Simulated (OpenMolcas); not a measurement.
# AlNH2ClF (SMILES [NH2][Al]([F])[Cl]) at 6 levels

Wanted: a comparison of 6 runs (B3LYP/6-31G*, M06-2X/aug-cc-pVDZ, PBE/aug-cc-pVDZ, TPSS/aug-cc-pVDZ, MP2/aug-cc-pVDZ) of AlNH2ClF. 

The results are computed with OpenMolcas 26.06.

1 further run of the same task is left out (set aside as unsound or not needed).

## (1) The system as given

AlNH2ClF has 6 atoms, charge 0, and is taken as a singlet. As SMILES, `[NH2][Al]([F])[Cl]`. The N1–H5 distance was set to 1.510 Å, away from the relaxed value. At this shape a bond of the SMILES string is far longer than usual.

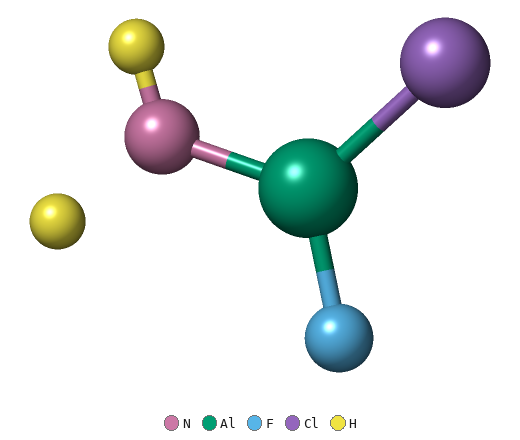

Viewed from a chosen angle; nitrogen pink, aluminium teal, fluorine blue, chlorine purple, hydrogen yellow.

## (2) The energy at B3LYP/6-31G(d) (spherical functions) (run 1)

mol.inp

```
* AlClFH2N Kohn-Sham DFT
>>> EXPORT MOLCAS_PRINT=2
&GATEWAY
BasLib
$CurrDir
Coord
6
angstrom
N       -0.291616       0.643119      -0.351130
Al      -0.026816      -1.078581      -0.233030
F        0.862484      -1.684981       1.005770
Cl      -0.820416      -2.388881      -1.638930
H        0.246300       1.661500       0.624800
H       -0.824416       1.086519      -1.080230
Basis
6-31Gs
Group
NoSym
&SEWARD
GridInput
Grid=UltraFine
End of Grid
&SCF
KSDFT
B3LYP
Thresholds
1e-10 1e-07 1e-07 1e-05
PrOrbitals
0
```

The basis set 6-31G* is read from a file made from the Basis Set Exchange's data (not shown).

The run is started by

```bash
export MOLCAS_MEM=1860
pymolcas mol.inp > mol.log
```

Output:

```text
--- Start Module: gateway ---
[...]
--- Stop Module: gateway /rc=_RC_ALL_IS_WELL_ ---
--- Start Module: seward ---
[...]
      Basis functions           68
--- Stop Module: seward /rc=_RC_ALL_IS_WELL_ ---
[...]
--- Start Module: scf ---
[...]
       Convergence after  15 Iterations
[...]
::    Total KS-DFT energy                            -858.5155747893
[...]
      Total spin, S                                     0.0000000000
[...]
      Total electronic charge=   48.000000
      Total            charge=   -0.000000
[...]
      Dipole Moment (debye):
      Origin of the operator (angstrom)=   -0.1825   -1.3703   -0.5143
                   X= -3.1168E-01               Y=  2.7832E+00               Z= -1.5960E-02           Total=  2.8006E+00
      Quadrupole Moment (debye*angstrom):
[...]
--- Stop Module: scf /rc=_RC_ALL_IS_WELL_ ---
[...]
```

Wall time 29 s (1 thread of AMD EPYC 7R43 (Zen 3), shared host); peak memory 0.41 GiB.

## (3) A single-point energy at B3LYP/6-31G(d) (Cartesian functions) (run 2)

mol.input

```
&GATEWAY
 BasLib = $CurrDir
 Coord
 6
 angstrom
 N       -0.291616       0.643119      -0.351130
 Al      -0.026816      -1.078581      -0.233030
 F        0.862484      -1.684981       1.005770
 Cl      -0.820416      -2.388881      -1.638930
 H        0.246300       1.661500       0.624800
 H       -0.824416       1.086519      -1.080230
 Basis = 6-31Gs
 Group = NoSym

&SEWARD
 GridInput
 Grid=UltraFine
 End of Grid

&SCF
 KSDFT = B3LYP
 Thresholds = 1e-10 1e-07 1e-07 1e-05
 PrOrbitals = 0
```

The basis set 6-31G* is read from a file made from the Basis Set Exchange's data (not shown).

The run is started by

```bash
export MOLCAS_MEM=1860
pymolcas mol.input > mol.log
```

Output:

```text
--- Start Module: gateway ---
[...]
--- Stop Module: gateway /rc=_RC_ALL_IS_WELL_ ---
--- Start Module: seward ---
[...]
      Basis functions           72
--- Stop Module: seward /rc=_RC_ALL_IS_WELL_ ---
[...]
--- Start Module: scf ---
[...]
       Convergence after  15 Iterations
[...]
::    Total KS-DFT energy                            -858.5231769902
[...]
      Total spin, S                                     0.0000000000
[...]
      Total electronic charge=   48.000000
      Total            charge=   -0.000000
[...]
      Dipole Moment (debye):
      Origin of the operator (angstrom)=   -0.1825   -1.3703   -0.5143
                   X= -3.1167E-01               Y=  2.7775E+00               Z= -1.6858E-02           Total=  2.7950E+00
      Quadrupole Moment (debye*angstrom):
[...]
--- Stop Module: scf /rc=_RC_ALL_IS_WELL_ ---
[...]
```

Wall time 32 s (1 thread of AMD EPYC 7R43 (Zen 3), shared host); peak memory 0.41 GiB.

Runs 3 to 5 aren't shown in full; the table further down has their settings and results.

## (4) The energy at MP2/aug-cc-pVDZ (run 6)

calc.inp

```
* AlClFH2N MP2
>>> EXPORT MOLCAS_PRINT=2
&GATEWAY
BASLIB=$CurrDir
COORD
6
bohr
N     -0.55107437     1.21531878    -0.66353953
Al    -0.05067490    -2.03822269    -0.44036288
F      1.62985855    -3.18415262     1.90062984
Cl    -1.55036155    -4.51433083    -3.09712884
H      0.46543954     3.13977996     1.18070088
H     -1.55792045     2.05322334    -2.04133885
BASIS=aug-cc-pVDZ
GROUP=NoSym
&SEWARD
&SCF
THRESHOLDS=1e-10 1e-07 1e-07 1e-05
PRORBITALS=1 2
&MBPT2
FROZEN=12
```

The basis set aug-cc-pVDZ is read from a file made from the Basis Set Exchange's data (not shown).

The run is started by

```bash
export MOLCAS_MEM=1860
pymolcas calc.inp > calc.log
```

Output:

```text
--- Start Module: gateway ---
[...]
--- Stop Module: gateway /rc=_RC_ALL_IS_WELL_ ---
[...]
      Basis functions          118
[...]
--- Start Module: scf ---
[...]
       Convergence after  15 Iterations
[...]
::    Total SCF energy                               -856.5944060095
[...]
      Total spin, S                                     0.0000000000
[...]
      Total electronic charge=   48.000000
      Total            charge=   -0.000000
[...]
      Dipole Moment (debye):
      Origin of the operator (angstrom)=   -0.1825   -1.3703   -0.5143
                   X= -3.8621E-01               Y=  2.5660E+00               Z= -1.6349E-01           Total=  2.6001E+00
      Quadrupole Moment (debye*angstrom):
[...]
--- Stop Module: scf /rc=_RC_ALL_IS_WELL_ ---
[...]
--- Start Module: mbpt2 ---
[...]
WARNING!
Default frozen orbitals as non valence orbitals is overwritten by user input.
Default values:   9
[...]
       Reference weight ( Cref**2 )         =        0.83045
::    Total MBPT2 energy                             -857.2028566776
[...]
      Total MBPT2 calculations                           1.37      1.60
--- Stop Module: mbpt2 /rc=_RC_ALL_IS_WELL_ ---
[...]
```

Wall time 42 s (1 thread of AMD EPYC 7R43 (Zen 3), shared host); peak memory 0.73 GiB.

## (5) The series

```
run                               level  Cartesian functions  integration grid  energy (Eh)  dipole moment (D) of the reference  HOMO energy (eV)  LUMO energy (eV)  wall time
  1  B3LYP/6-31G* (spherical functions)                   no         UltraFine  -858.515575                                2.80             -7.35             -1.92       29 s
  2  B3LYP/6-31G* (Cartesian functions)                  yes         UltraFine  -858.523177                                2.79             -7.35             -1.93       32 s
  3                  M06-2X/aug-cc-pVDZ                   no         UltraFine  -858.460729                                2.68             -9.29             -1.30       87 s
  4                     PBE/aug-cc-pVDZ                   no         UltraFine  -858.066374                                2.53             -6.51             -3.05       83 s
  5                    TPSS/aug-cc-pVDZ                   no         UltraFine  -858.605266                                2.49             -6.59             -2.86       99 s
  6                     MP2/aug-cc-pVDZ                   no                 –  -857.202857                                2.60            -11.46              0.48       42 s
```

## (6) Summary of results

| quantity | value |
| --- | --- |
| run 6: total energy | -857.20286 Eh |
| run 6: dipole moment (mean-field density) | 2.60 D |
| run 6: HOMO energy (Hartree–Fock orbitals) | -11.46 eV |
| run 6: LUMO energy (Hartree–Fock orbitals) | 0.48 eV |
| run 6: HOMO–LUMO gap (Hartree–Fock orbitals) | 11.94 eV |
| run 6: correlation energy (12 core orbitals frozen) | -608.5 mEh |

Over runs 1, 2, 3, 4, 5 the dipole moment (its size) runs from 2.49 D (TPSS/aug-cc-pVDZ) to 2.80 D (B3LYP/6-31G*). The two ends differ in method and basis. Over runs 1, 2, 3, 4, 5 the HOMO–LUMO gap runs from 3.46 eV (PBE/aug-cc-pVDZ) to 7.99 eV (M06-2X/aug-cc-pVDZ). Totals of different functionals can't be ranked against each other. All runs together took 6.2 min, the longest 99 s.
